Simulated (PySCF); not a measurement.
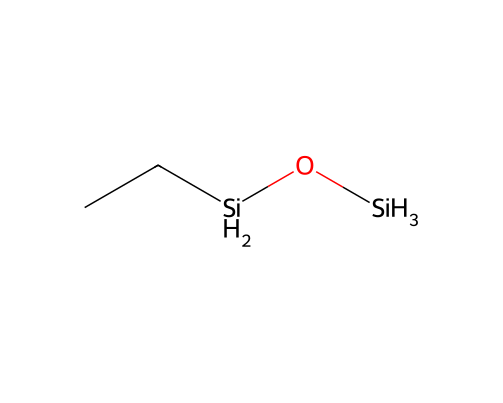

Figure made from data computed with PySCF.

2D structure.

### Write the SMILES.

CC[SiH2]O[SiH3]

### Give the formula, hydrogens included.

C2H10OSi2.
